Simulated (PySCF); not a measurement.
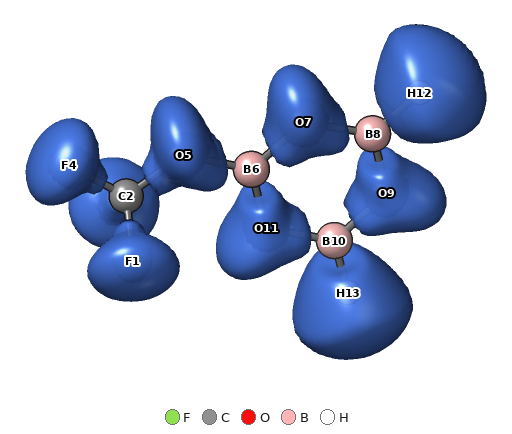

CH$_{2}$B$_{3}$F$_{3}$O$_{4}$ (SMILES FC(F)(F)OB1OBOBO1). Isosurface of the electron localisation function at 0.75 (blue), seen at a tilt. Only the valence region is drawn (cores and ρ < 0.01 e/Å³ removed).

Geometry: PBE0-D3(BJ)/def2-SVP.

These are results of PBE0/pcSseg-1, SCF density, gas phase, non-relativistic in PySCF, not measurements.

```json
{"atom": "F", "x (Å)": "2.1757", "y (Å)": "1.0519", "z (Å)": "1.2353"}
{"atom": "C", "x (Å)": "2.3883", "y (Å)": "0.1346", "z (Å)": "0.2977"}
{"atom": "F", "x (Å)": "2.5633", "y (Å)": "0.7600", "z (Å)": "-0.8610"}
{"atom": "F", "x (Å)": "3.4991", "y (Å)": "-0.5153", "z (Å)": "0.5917"}
{"atom": "O", "x (Å)": "1.3755", "y (Å)": "-0.7542", "z (Å)": "0.2378"}
{"atom": "B", "x (Å)": "0.0889", "y (Å)": "-0.4256", "z (Å)": "-0.1065"}
{"atom": "O", "x (Å)": "-0.8251", "y (Å)": "-1.4377", "z (Å)": "-0.1380"}
{"atom": "B", "x (Å)": "-2.1230", "y (Å)": "-1.1666", "z (Å)": "-0.4882"}
{"atom": "O", "x (Å)": "-2.4791", "y (Å)": "0.1224", "z (Å)": "-0.7926"}
{"atom": "B", "x (Å)": "-1.5661", "y (Å)": "1.1418", "z (Å)": "-0.7453"}
{"atom": "O", "x (Å)": "-0.2665", "y (Å)": "0.8580", "z (Å)": "-0.4043"}
{"atom": "H", "x (Å)": "-2.9347", "y (Å)": "-2.0499", "z (Å)": "-0.5264"}
{"atom": "H", "x (Å)": "-1.8909", "y (Å)": "2.2697", "z (Å)": "-0.9949"}
```

What do the ELF domains correspond to?

Answer. The surface consists of two regions around hydrogen nuclei, three regions on F in which the atom's valence shell and bonds are merged and four regions on O in which the atom's valence shell and bonds are merged.

Values along the shortest contacts:
C–F (1.32 Å): the ELF peaks at about 0.85 between the atoms: a shared but strongly polarised pair. C–O (1.35 Å): the ELF peaks at about 0.90 between the atoms (a polar covalent bond).
